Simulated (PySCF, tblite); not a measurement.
**C3H10B2FN: geometry, infrared bands and NMR shifts**

Aim: predict the infrared bands and NMR shifts of C3H10B2FN (`BN(BF)C(C)C`).

Programs: tblite 0.8.0 and PySCF 2.14.0, with density-fitted response routines of our own. Each step states its level of theory. These are calculated values for one molecule in the gas phase, unless marked as measured. Atoms count from 0, in the outputs and in this text.

## (1) Starting geometry

17 atoms, charge 0, multiplicity 1; geometry from: force field or distance geometry start.

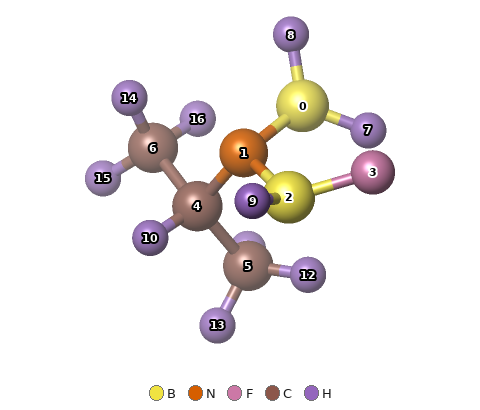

As it starts; boron yellow, nitrogen orange, fluorine pink, carbon brown, hydrogen purple, atoms numbered.

## (2) Geometry optimisation with GFN2-xTB

Job settings and geometry (Å):

```
{"job": {"kind": "relax", "xc": "GFN2-xTB", "basis": "xTB"}, "charge": 0, "multiplicity": 1}
B      1.080000     0.815300    -0.933200
N      0.802100     0.247700     0.452700
B      1.756600    -0.919500     0.758800
F      2.830800    -1.041500    -0.222400
C     -0.584100    -0.123100     0.541000
C     -1.003000    -1.153700    -0.486700
C     -1.314900     1.214700     0.324400
H      1.559200     0.074600    -1.693800
H      1.400600     1.970600    -0.947300
H      2.084700    -0.988400     1.891000
H     -0.858400    -0.459200     1.550500
H     -1.636600    -0.669400    -1.230100
H     -0.158400    -1.720600    -0.891500
H     -1.633200    -1.903200     0.048800
H     -0.783400     1.970700     0.947500
H     -2.386200     1.147900     0.613800
H     -1.162900     1.549000    -0.733300
```

Run with:

```
$ OMP_NUM_THREADS=1 python probes_run.py task.json out
```

The driver reads the jobs from task.json and runs them one after another.

Standard output:

```text
step      E/eV     max force
  0    -589.58568    4.279
  1    -590.28798    2.671
  2    -590.73514    2.275
  3    -590.88977    0.865
  4    -591.01290    0.686
  5    -591.05887    0.669
  6    -591.12030    0.664
  7    -591.17482    0.689
  8    -591.23904    0.554
  9    -591.29217    0.654
 10    -591.34814    0.633
 11    -591.40433    0.554
 12    -591.45807    0.644
 13    -591.50385    0.500
 14    -591.54532    0.531
 15    -591.59180    0.560
 16    -591.64009    0.603
 17    -591.67929    0.504
 18    -591.71108    0.462
 19    -591.73750    0.388
 20    -591.75371    0.508
 21    -591.77505    0.383
 22    -591.79257    0.329
 23    -591.82708    0.370
 24    -591.85644    0.514
 25    -591.89743    0.613
 26    -591.92968    0.559
 27    -591.96185    0.473
 28    -591.98155    0.530
 29    -592.00611    0.566
 30    -592.03183    0.392
 31    -592.05308    0.266
 32    -592.06104    0.350
 33    -592.07194    0.213
 34    -592.08034    0.170
 35    -592.08520    0.191
 36    -592.09260    0.250
 37    -592.09948    0.213
 38    -592.10711    0.186
 39    -592.11305    0.149
 40    -592.11738    0.153
 41    -592.12370    0.215
 42    -592.13021    0.242
 43    -592.13535    0.165
 44    -592.13855    0.144
 45    -592.14130    0.145
 46    -592.14446    0.213
 47    -592.14755    0.216
 48    -592.14964    0.148
 49    -592.15113    0.127
 50    -592.15233    0.119
 51    -592.15424    0.164
 52    -592.15616    0.164
 53    -592.15787    0.101
 54    -592.15912    0.100
 55    -592.16032    0.093
 56    -592.16182    0.122
 57    -592.16399    0.146
 58    -592.16670    0.142
 59    -592.16942    0.140
 60    -592.17180    0.133
 61    -592.17424    0.128
 62    -592.17680    0.126
 63    -592.17889    0.112
 64    -592.17984    0.121
 65    -592.18137    0.100
 66    -592.18242    0.073
 67    -592.18417    0.066
 68    -592.18489    0.059
 69    -592.18540    0.054
 70    -592.18569    0.042
 71    -592.18606    0.043
 72    -592.18647    0.044
 73    -592.18684    0.049
 74    -592.18713    0.049
 75    -592.18744    0.051
 76    -592.18794    0.064
 77    -592.18863    0.068
 78    -592.18932    0.063
 79    -592.18982    0.059
 80    -592.19020    0.044
 81    -592.19057    0.054
 82    -592.19094    0.043
 83    -592.19119    0.030
 84    -592.19133    0.026
 85    -592.19144    0.026
 86    -592.19161    0.033
 87    -592.19183    0.041
 88    -592.19213    0.043
 89    -592.19255    0.054
 90    -592.19315    0.061
 91    -592.19395    0.066
 92    -592.19487    0.079
 93    -592.19578    0.083
 94    -592.19668    0.073
 95    -592.19758    0.061
 96    -592.19839    0.046
 97    -592.19906    0.060
 98    -592.19960    0.072
 99    -592.20012    0.073
100    -592.20066    0.061
101    -592.20115    0.055
102    -592.20161    0.051
103    -592.20204    0.051
104    -592.20252    0.047
105    -592.20314    0.049
106    -592.20388    0.053
107    -592.20438    0.052
108    -592.20485    0.047
109    -592.20517    0.043
110    -592.20539    0.034
111    -592.20556    0.024
112    -592.20567    0.032
113    -592.20581    0.028
114    -592.20596    0.028
115    -592.20609    0.029
116    -592.20625    0.029
117    -592.20648    0.035
118    -592.20674    0.030
119    -592.20692    0.026
120    -592.20699    0.021
121    -592.20704    0.015
122    -592.20708    0.014
123    -592.20713    0.016
124    -592.20717    0.012
125    -592.20720    0.014
126    -592.20723    0.016
127    -592.20727    0.018
128    -592.20734    0.022
129    -592.20745    0.029
130    -592.20758    0.028
131    -592.20771    0.028
132    -592.20782    0.023
133    -592.20790    0.020
134    -592.20795    0.017
135    -592.20799    0.011
136    -592.20801    0.009
```

Wall time 2.1 s (1 thread of Intel Xeon at 2.50GHz, shared host); peak memory 0.18 GiB.

The steps of the relaxation: (not every step is listed)

```csv
step,energy from step 0 (eV),largest force (eV/Å)
0,0.0000,4.2791
1,-0.7023,2.6709
2,-1.1495,2.2748
3,-1.3041,0.8655
4,-1.4272,0.6864
5,-1.4732,0.6695
6,-1.5346,0.6640
7,-1.5891,0.6891
8,-1.6534,0.5537
20,-2.1680,0.5079
32,-2.4754,0.3504
44,-2.5529,0.1443
56,-2.5761,0.1217
68,-2.5992,0.0591
80,-2.6045,0.0444
92,-2.6092,0.0789
104,-2.6168,0.0469
116,-2.6206,0.0288
128,-2.6217,0.0219
131,-2.6220,0.0285
132,-2.6221,0.0233
133,-2.6222,0.0195
134,-2.6223,0.0170
135,-2.6223,0.0111
136,-2.6223,0.0090
```

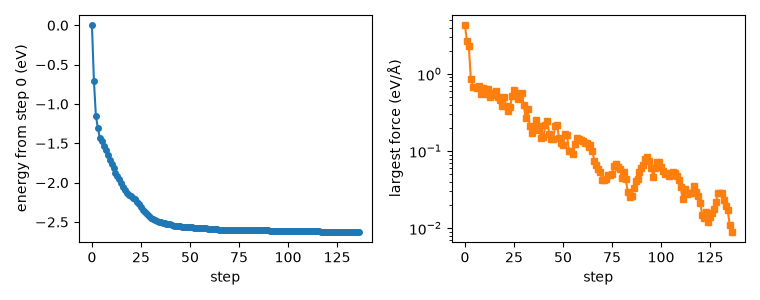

Energy and largest force along the relaxation.

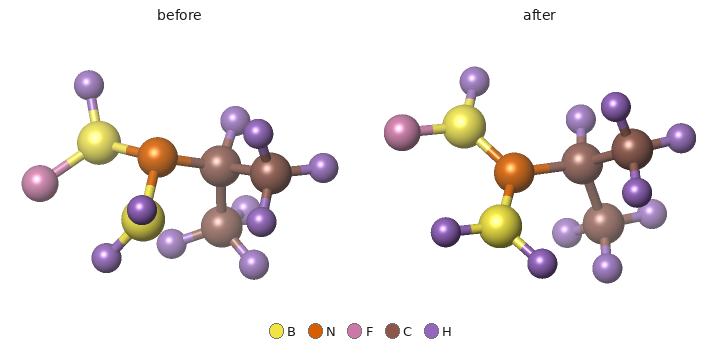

The geometry before (left) and after (right).

Close pairs (by a distance rule), those that changed most:

```csv
bond,before (Å),after (Å),change (Å)
B2–F3,1.460,1.324,-0.136
N1–B2,1.539,1.416,-0.123
B0–N1,1.523,1.417,-0.107
N1–C4,1.438,1.472,+0.034
C6–H16,1.120,1.086,-0.034
B0–H8,1.199,1.169,-0.030
C5–H13,1.116,1.087,-0.029
C6–H14,1.115,1.088,-0.027
```

The end geometry stands in the next job.

## (3) Vibrational analysis with GFN2-xTB

Job settings and geometry (Å):

```
{"job": {"kind": "ir", "xc": "GFN2-xTB", "basis": "xTB"}, "charge": 0, "multiplicity": 1}
B      1.223024     0.595775    -1.233487
N      0.916490    -0.045301    -0.008047
B      1.928103    -0.550973     0.844064
F      3.203115    -0.440714     0.506092
C     -0.482575    -0.201361     0.421168
C     -1.267220    -1.062165    -0.567600
C     -1.149344     1.158212     0.625217
H      2.342308     0.701348    -1.544951
H      0.371477     1.010589    -1.919426
H      1.700700    -1.079197     1.867926
H     -0.469949    -0.720670     1.386302
H     -1.337235    -0.570947    -1.533526
H     -0.773636    -2.021972    -0.701562
H     -2.271499    -1.235302    -0.188933
H     -0.567732     1.757497     1.321847
H     -2.148960     1.021870     1.030473
H     -1.224065     1.695343    -0.315468
```

Standard output:

```text
mode    cm-1     km/mol
  1      55.1      0.10
  2     130.9      2.04
  3     185.0      0.26
  4     211.2      0.07
  5     245.6      0.12
  6     252.3      1.46
  7     302.0      0.57
  8     335.6      1.94
  9     337.9      0.35
 10     472.1      2.21
 11     500.8      0.04
 12     544.0     12.01
 13     760.3    120.52
 14     805.4      1.98
 15     858.3    138.51
 16     919.1     12.51
 17     935.8      3.79
 18     943.4      4.54
 19     975.9      0.83
 20    1064.6      8.58
 21    1086.6     22.62
 22    1136.2      8.69
 23    1149.2     12.35
 24    1187.9     11.49
 25    1201.8      4.53
 26    1305.7    200.24
 27    1322.4      7.04
 28    1329.7    407.18
 29    1379.8    296.29
 30    1396.5     10.45
 31    1411.0      4.13
 32    1482.4      0.92
 33    1488.3      0.14
 34    1491.6      2.86
 35    1499.7      3.47
 36    2602.9    153.91
 37    2638.7    112.59
 38    2687.2    127.21
 39    2921.4     45.01
 40    3036.2     18.75
 41    3039.4     15.92
 42    3040.0     24.01
 43    3043.1     58.81
 44    3056.5      4.66
 45    3060.5     38.50
```

Run time: 1.1 s. Hardware: 1 thread of Intel Xeon at 2.50GHz, shared host; peak memory 0.18 GiB.

Which atoms move in the most intense modes:

```csv
cm⁻¹,km/mol,atoms
760,120.5,"H9 56 %, B2 35 %"
858,138.5,"H8 38 %, H7 33 %, B0 26 %"
1306,200.2,"B0 24 %, N1 21 %, H10 19 %, C4 13 %"
1330,407.2,"B2 49 %, N1 17 %, H10 15 %"
1380,296.3,"H10 39 %, N1 31 %, B2 11 %"
2603,153.9,H9 92 %
2639,112.6,"H8 84 %, H7 11 %"
2687,127.2,"H7 81 %, B0 10 %"
```

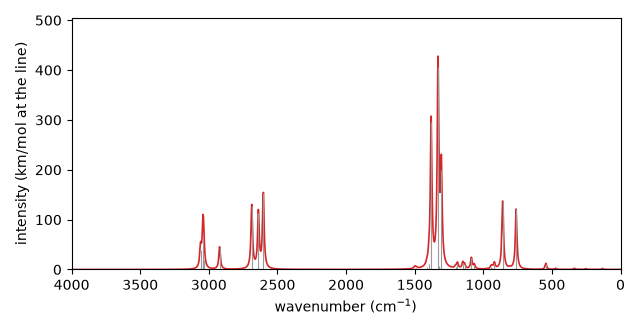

The infrared spectrum from these modes, unscaled. Lines are broadened to a width of 14 cm⁻¹ (Lorentzian).

## (4) Nuclear shieldings: PBE0/pcSseg-1

Settings changed since step 3:

```diff
@@ -1,2 +1,2 @@
-{"job": {"kind": "ir", "xc": "GFN2-xTB", "basis": "xTB"}, "charge": 0, "multiplicity": 1}
+{"job": {"kind": "nmr", "xc": "PBE0", "basis": "pcSseg-1"}, "charge": 0, "multiplicity": 1}
 B      1.223024     0.595775    -1.233487
```

Method: GIAO PBE0/pcSseg-1 NMR shielding, non-relativistic, gas phase.

Standard output:

```text
coarse grid: 13784 points
cycle   1  E = -324.2276725969  dE =  5.792e-01  |g| = 5.481e-01  |ddm| = 3.356e+00
cycle   2  E = -324.1988242270  dE =  2.885e-02  |g| = 7.251e-01  |ddm| = 8.964e-01
cycle   3  E = -324.2878461333  dE = -8.902e-02  |g| = 6.595e-02  |ddm| = 5.153e-01
cycle   4  E = -324.2884897006  dE = -6.436e-04  |g| = 2.952e-02  |ddm| = 5.793e-02
cycle   5  E = -324.2886587848  dE = -1.691e-04  |g| = 7.151e-03  |ddm| = 2.367e-02
cycle   6  E = -324.2886680612  dE = -9.276e-06  |g| = 2.877e-03  |ddm| = 6.376e-03
final grid: 132360 points
cycle   7  E = -324.3319822202  dE = -7.376e-05  |g| = 1.071e-02  |ddm| = 4.435e-02
cycle   8  E = -324.3319567379  dE =  2.548e-05  |g| = 1.521e-02  |ddm| = 2.045e-02
cycle   9  E = -324.3320092577  dE = -5.252e-05  |g| = 1.620e-03  |ddm| = 1.152e-02
cycle  10  E = -324.3320097579  dE = -5.002e-07  |g| = 3.896e-04  |ddm| = 1.220e-03
cycle  11  E = -324.3320097850  dE = -2.701e-08  |g| = 1.033e-04  |ddm| = 3.367e-04
cycle  12  E = -324.3320097869  dE = -1.954e-09  |g| = 3.162e-05  |ddm| = 9.321e-05
cycle  13  E = -324.3320097871  dE = -1.710e-10  |g| = 7.655e-06  |ddm| = 2.584e-05
converged SCF energy = -324.3320097871

GIAO shielding tensors (ppm)
atom      isotropic    diamagn.    paramagn.     s11        s22        s33       span
  0 B       53.405     197.981    -144.576      8.805     20.744    130.666    121.861
  1 N       61.602     325.919    -264.317    -85.505     46.054    224.258    309.763
  2 B       68.160     194.420    -126.260     46.594     74.797     83.089     36.495
  3 F      246.007     465.391    -219.385     80.076    221.778    436.166    356.090
  4 C      133.606     243.466    -109.861    114.199    126.922    159.696     45.497
  5 C      158.842     248.357     -89.515    140.093    151.604    184.829     44.736
  6 C      158.809     248.379     -89.570    139.878    151.703    184.846     44.968
  7 H       25.805      31.505      -5.700     23.792     25.513     28.109      4.317
  8 H       26.051      31.990      -5.939     21.623     26.558     29.972      8.349
  9 H       27.044      30.700      -3.656     24.389     27.525     29.218      4.828
 10 H       28.063      32.906      -4.843     25.284     27.010     31.896      6.612
 11 H       30.200      31.128      -0.929     26.680     29.184     34.734      8.054
 12 H       30.525      30.570      -0.045     26.533     28.478     36.564     10.031
 13 H       30.543      30.175       0.368     26.516     28.028     37.085     10.569
 14 H       30.532      30.587      -0.055     26.535     28.503     36.558     10.023
 15 H       30.540      30.177       0.363     26.522     28.008     37.089     10.567
 16 H       30.198      31.132      -0.934     26.691     29.174     34.728      8.038
```

It took 58 s on 1 thread of Intel Xeon at 2.50GHz, shared host; peak memory 0.95 GiB.

Shifts follow as δ = σ(reference) − σ, with reference shieldings (ppm) from runs at the same level and on the same kind of geometry: ¹H TMS 31.72, ¹³C TMS 186.9, ¹⁹F CFCl3 170.9, ¹⁵N NH3 267.7, ¹¹B BF3·OEt2 100.1. The references are single molecules in the gas phase, so shifts against H2O, NH3, PH3, H3PO4 or CFCl3 are not on the usual liquid scales and can be off by tens of ppm. Atoms listed in one row are averaged.

```csv
atoms,environment,σ (ppm),δ (ppm),δ scaled to CDCl3
C4,sp3 CH bonded to N,133.6,53.3,50.1
"C5, C6",methyl carbon,158.8,28.1,25.5
"H7, H8",hydrogen on a boron bonded to N,25.93,5.79,–
H9,"hydrogen on a boron bonded to F, N",27.04,4.67,–
H10,hydrogen on an sp3 CH bonded to N,28.06,3.65,3.55
"H11, H12, H13, H14, H15, H16",hydrogen on a methyl carbon,30.42,1.29,1.33
B0,"boron bonded to N, 2 H",53.4,46.7,–
B2,"boron bonded to F, N, H",68.2,31.9,–
N1,"nitrogen bonded to C, 2 B",61.6,206.1,–
F3,fluorine bonded to B,246.0,-75.1,–
```

The scaled column applies a straight-line fit of computed shieldings to shifts measured in CDCl3, and one for carbons that bear F (root-mean-square error 0.16 ppm for H, 1.9 ppm for C).

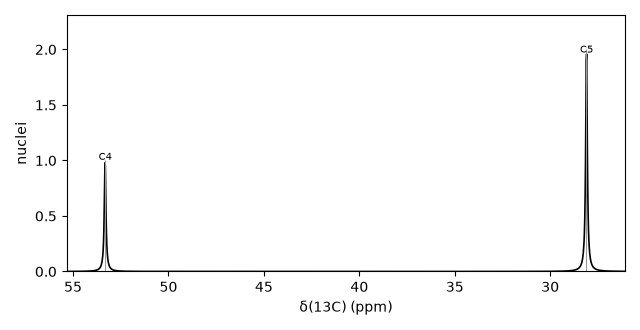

¹³C lines at the computed shifts, without couplings. Lines are broadened to a width of 0.10 ppm (Lorentzian).

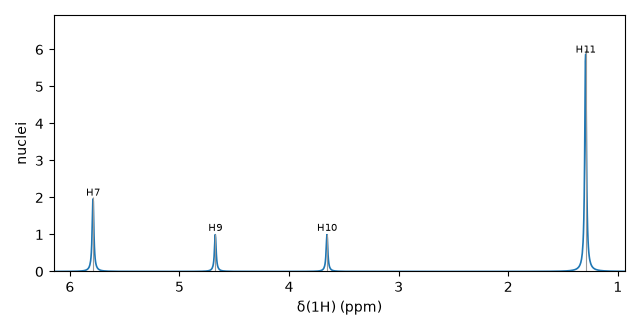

¹H lines at the computed shifts, without couplings. Lines are broadened to a width of 0.02 ppm (Lorentzian).

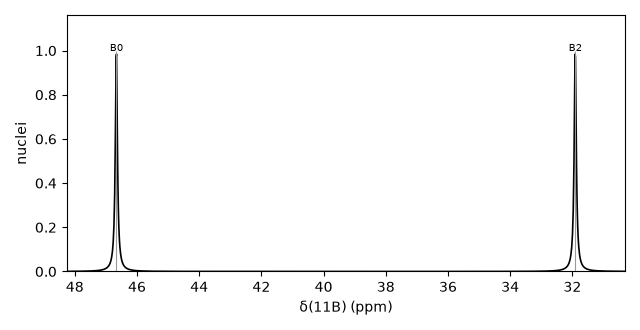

¹¹B lines at the computed shifts, without couplings. Lines are broadened to a width of 0.08 ppm (Lorentzian).

Charges from the same density, by scheme (e):

```csv
atoms,Mulliken,IAO,Hirshfeld,ESP fit
B0,0.12,0.03,0.13,0.19
N1,-0.60,-0.31,-0.15,-0.14
B2,0.56,0.42,0.23,0.37
F3,-0.29,-0.31,-0.13,-0.25
C4,-0.14,0.02,0.04,0.42
"C5, C6",-0.21,-0.42,-0.12,-0.56
```

ESP fit charges:

B0 0.19; N1 -0.14; B2 0.37; F3 -0.25; C4 0.42; C5 -0.56; C6 -0.56; H7 -0.09; H8 -0.10; H9 -0.12; H10 -0.01; H11 0.16; H12 0.12; H13 0.15; H14 0.12; H15 0.15; H16 0.16

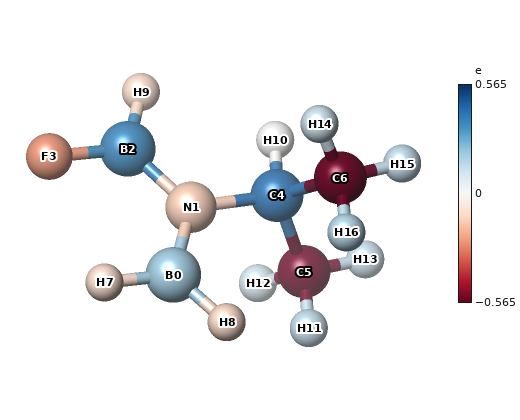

ESP fit charges, as colours on the atoms.

Mayer bond orders: B0–N1 1.19, N1–B2 1.12, B2–F3 1.11, N1–C4 0.88, C4–C5 1.04, C4–C6 1.04.

## (5) Summary of results

| quantity | value |
| --- | --- |
| strongest single infrared mode (GFN2-xTB) | 1330 cm⁻¹, 407 km/mol |
| zero-point energy (GFN2-xTB) | 85.5 kcal/mol |
| ¹³C shifts against TMS (PBE0/pcSseg-1, means over atoms taken as alike) | 53.3, 28.1 ppm |
| ¹H shifts against TMS (PBE0/pcSseg-1, means over atoms taken as alike) | 5.79, 4.67, 3.65, 1.29 ppm |
| ¹¹B shifts against BF3·OEt2 (PBE0/pcSseg-1) | 46.7, 31.9 ppm |
| ¹⁵N shifts against NH3 (PBE0/pcSseg-1) | 206.1 ppm |
| ¹⁹F shifts against CFCl3 (PBE0/pcSseg-1) | -75.1 ppm |

Relaxing lowered the energy by 2.622 eV in 136 steps; the close pair that moved most is B2–F3, from 1.460 to 1.324 Å. All 45 modes are real, so the xTB geometry is a minimum. The strongest single mode, at 1330 cm⁻¹, has its largest shares on B2, N1 and H10 (the list is cut at 3 atoms). GFN2-xTB is a fitted tight-binding method: band positions and strengths are rough. Its intensities can rank the bands wrongly. At PBE0/pcSseg-1: The widest tensor belongs to F3: span 356 ppm, with a paramagnetic part of -219 ppm.
